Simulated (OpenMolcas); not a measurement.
**I2 (iodine): r2SCAN50/def2-TZVP (core potential)**

Aim: the vertical ionisation energy of I2 (iodine) at r2SCAN50/def2-TZVP (core potential), from 2 runs. 

The results are computed with OpenMolcas 26.06.

### 1 The structure to begin with

I2: 2 atoms, total charge 0, spin state singlet. SMILES: `II`. The coordinates come from a PBE0-D4/def2-TZVP relaxation.

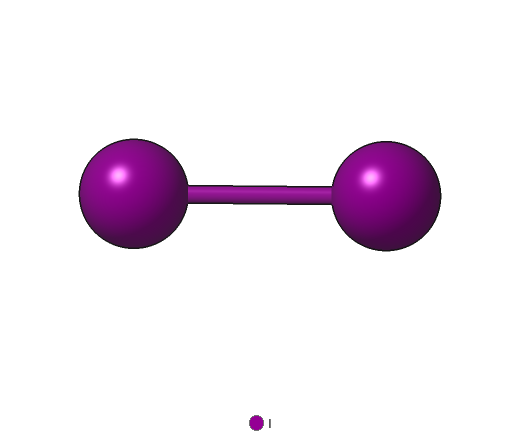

Viewed from a chosen angle; iodine purple.

### 2 Energy and gradient at r2SCAN50/def2-TZVP (core potential)

File job.input:

```
&gateway
  baslib = $CurrDir
  coord
  2
  angstrom
  I        0.000000       0.000000       0.004660
  I        0.000000       0.000000       2.660350
  basis = def2-TZVP
  group = NoSym

&seward

&scf
  ksdft = HYB_MGGA_XC_R2SCAN50
  prorbitals = 0

&alaska
```

The basis set def2-TZVP is read from a file made from the Basis Set Exchange's data (not shown).

On the command line:

```console
$ export MOLCAS_MEM=1860
$ pymolcas job.input > job.log
```

The program printed, cut to the lines that bear on the results:

```text
--- Start Module: gateway ---
[...]
--- Stop Module: gateway /rc=_RC_ALL_IS_WELL_ ---
[...]
      Basis functions          100
[...]
--- Start Module: scf ---
[...]
       Convergence after  10 Iterations
[...]
::    Total KS-DFT energy                            -595.5627371427
[...]
      Total spin, S                                     0.0000000000
[...]
      Total electronic charge=   50.000000
      Total            charge=   -0.000000
[...]
      Dipole Moment (debye):
      Origin of the operator (angstrom)=    0.0000    0.0000    1.3325
                   X=  1.7525E-15               Y=  2.0745E-16               Z= -2.8501E-12           Total=  2.8501E-12
      Quadrupole Moment (debye*angstrom):
[...]
--- Stop Module: scf /rc=_RC_ALL_IS_WELL_ ---
[...]
--- Start Module: alaska ---
[...]
 *              Molecular gradients               *
 **************************************************
  Irreducible representation: a
 ------------------------------------------------------------------------------------------
                              X                       Y                       Z
 ------------------------------------------------------------------------------------------
  I1               -1.49897748383356E-16   -4.33146399230844E-16   -6.47610311057178E-03
  I2                1.50913340887113E-16    4.34488099419293E-16    6.47610311055757E-03
 ------------------------------------------------------------------------------------------
--- Stop Module: alaska /rc=_RC_ALL_IS_WELL_ ---
[...]
```

It took 14 s on 1 thread of Arm Neoverse V1, shared host; peak memory 0.56 GiB.

### 3 The doublet cation

File job.input:

```
>>> EXPORT MOLCAS_PRINT=2

&GATEWAY
 BasLib
 $CurrDir
 Coord
 2
 angstrom
 I        0.000000       0.000000       0.004660
 I        0.000000       0.000000       2.660350
 Basis
 def2-TZVP
 Group
 NoSym

&SEWARD

&SCF
 UHF
 Charge
 1
 Spin
 2
 KSDFT
 HYB_MGGA_XC_R2SCAN50
 PrOrbitals
 0

&ALASKA
```

The basis set def2-TZVP is read from a file made from the Basis Set Exchange's data (not shown).

On the command line:

```console
$ export MOLCAS_MEM=1860
$ pymolcas job.input > job.log
```

The program printed, cut to the lines that bear on the results:

```text
--- Start Module: gateway ---
[...]
--- Stop Module: gateway /rc=_RC_ALL_IS_WELL_ ---
[...]
      Basis functions          100
[...]
--- Start Module: scf ---
[...]
       Convergence after  21 Iterations
[...]
::    Total KS-DFT energy                            -595.2046615479
[...]
      Total spin, S                                     0.5054561773
[...]
      Total electronic charge=   49.000000
      Total            charge=    1.000000
[...]
      Dipole Moment (debye):
      Origin of the operator (angstrom)=    0.0000    0.0000    1.3325
                   X=  3.9499E-15               Y= -6.4657E-15               Z= -9.5457E-10           Total=  9.5457E-10
      Center of Charge (angstrom)
[...]
--- Stop Module: scf /rc=_RC_ALL_IS_WELL_ ---
[...]
--- Start Module: alaska ---
[...]
 *              Molecular gradients               *
 **************************************************
  Irreducible representation: a
 ------------------------------------------------------------------------------------------
                              X                       Y                       Z
 ------------------------------------------------------------------------------------------
  I1               -1.76506342601858E-16    1.11027432699659E-16   -1.34435117687701E-02
  I2                1.75686467648472E-16   -1.08533767702944E-16    1.34435117687630E-02
 ------------------------------------------------------------------------------------------
--- Stop Module: alaska /rc=_RC_ALL_IS_WELL_ ---
[...]
```

Wall time 22 s (1 thread of Arm Neoverse V1, shared host); peak memory 0.56 GiB.

### 4 Summary of results

Level: r2SCAN50/def2-TZVP (core potential).

| quantity | value |
| --- | --- |
| singlet I2: total energy | -595.56274 Eh |
| singlet I2: dipole moment | 0.00 D |
| singlet I2: HOMO energy | -8.54 eV |
| singlet I2: LUMO energy | -2.87 eV |
| singlet I2: HOMO–LUMO gap | 5.68 eV |
| singlet I2: largest force on an atom | 0.333 eV/Å |
| doublet cation: total energy | -595.20466 Eh |
| doublet cation: HOMO energy (highest over α and β) | -14.65 eV |
| doublet cation: LUMO energy (lowest over α and β) | -10.92 eV |
| doublet cation: ⟨S²⟩ | 0.761 |
| vertical ionisation energy (to the doublet cation) | 9.744 eV |

In words: This program's gradients are faulty for this kind of reference, so any forces in the log (doublet cation) can't be trusted; the energy can. The vertical ionisation energy comes to 9.74 eV (940 kJ/mol). The largest force (singlet I2) is 0.33 eV/Å: the shape isn't a stationary point for this species at this level. −ε(HOMO) before ionisation, 8.54 eV, is 1.20 eV below this ionisation energy.
